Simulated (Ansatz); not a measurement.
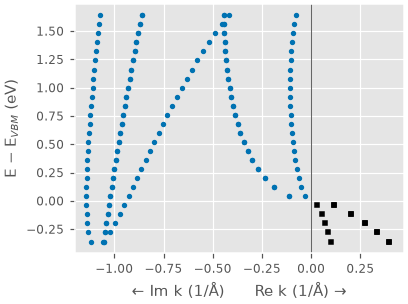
Figure. Complex bands at the centre of the two-dimensional zone; PBEsol (Ansatz, a quantum-chemistry and plane-wave program)

The gap is the functional's own, uncorrected, and κ follows it; spin-orbit coupling is left out. Mid-gap means the computed energy nearest the middle.

Q: This is AlAs (F-43m, zinc blende, 2 atoms a cell, 22.9 Å³ an atom) along the normal of (111). Read off the slowest decay at the centre of the two-dimensional zone at 0.68 eV, the computed energy nearest the middle of the gap.

A: κ ≈ 0.10 1/Å, a decay length 1/(2κ) of the density of 4.9 Å.
